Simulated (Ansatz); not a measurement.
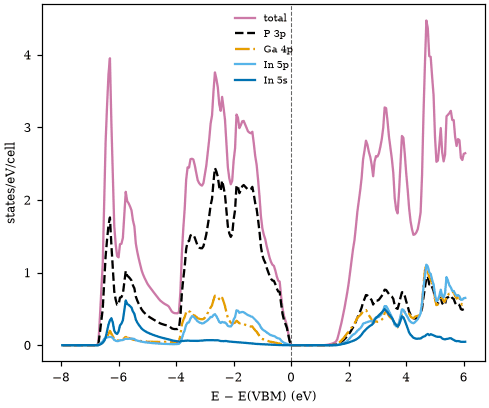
*Total and projected density of states of InGaP₂ in space group R3m (No. 160; In on 3a, Ga on 3a, P on 3a, P on 3a), DFT-r²SCAN in the program Ansatz with PAW potentials*

Q: Which orbitals carry the states next to the gap?

A: Top 1 eV of the valence band: P 3p 81 %, In 5p 12 %. Bottom 1 eV of the conduction band: Ga 4s 22 %, Ga 4p 21 %, P 3s 20 %, P 3p 17 %, In 5p 8 %, outside the projected shells 7 %. Projections are on Löwdin-orthogonalised atomic valence shells; empty p or d shells of many metals are not among them.

Q: Where is the tallest occupied peak in this window, and what makes it?

A: Near -6.3 eV, about 4.0 states/eV per cell; the largest projected share is P 3p.

The workflow started from a Materials Project entry (that database holds measured and hypothetical structures alike); the Crystallography Open Database copy checked does not list it. With In and Ga taken as one species the cell has the higher symmetry F-43m, so it may be an ordered model of a mixed-site phase. Whether it is the stable phase at ambient conditions was not checked. The r²SCAN relaxation kept the symmetry of its start; of distortions, only those at the zone centre were tested. Spin–orbit coupling is left out wherever it is not named.

Potentials: the later of the program's two PAW sets.
